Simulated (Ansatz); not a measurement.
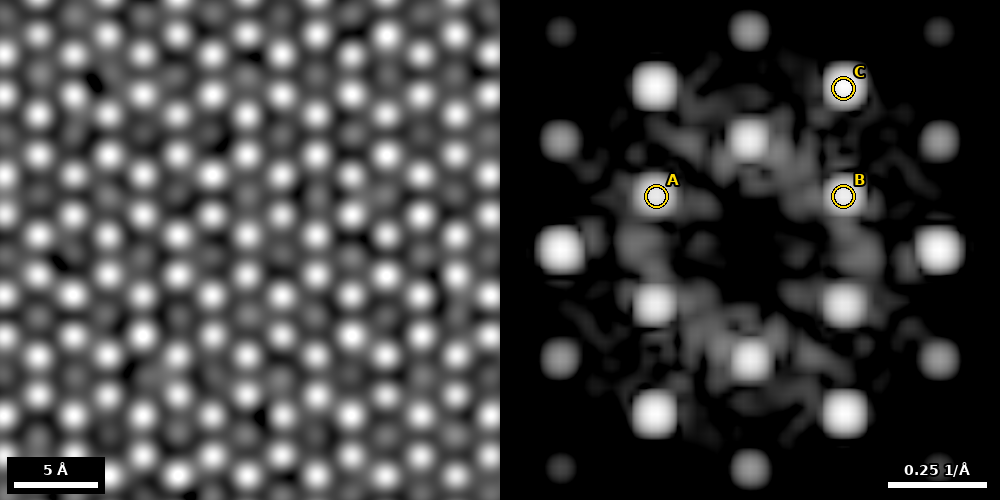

Dark-field STEM-like image of AlCu$_{2}$ (P6/mmm, No. 191) along [001]. Simulated incoherent Z contrast: every atom adds Z^1.7 spread by a probe of 1.24 Å full width; channelling and multiple scattering are left out. The probe carries 15 % of its weight in a tail 2.5 times as wide. The display is stretched by a gamma of 0.65; percentages refer to the linear signal. The speckle of an amorphous layer was added. Structure: the end point of a relaxation with Ansatz 0.2.0, DFT PBE, scalar-relativistic, plane waves, PAW; the starting structure was generated, so it need not be a known form of this composition.

The right panel is the modulus of the image's Fourier transform on a logarithmic scale.

a = 4.169 Å, b = 4.169 Å, c = 2.593 Å, α = 90.00°, β = 90.00°, γ = 120.00°

Question: Index the marked spots and give their plane spacings (the zone axis points at the viewer; indices equivalent by symmetry, or all signs reversed, are as good).

Answer: A: (-1 0 0), d = 3.61 Å; B: (010), d = 3.61 Å; C: (-1 2 0), d = 2.08 Å. A and B enclose 120°, and every spot obeys the zone law hu + kv + lw = 0 for [001].
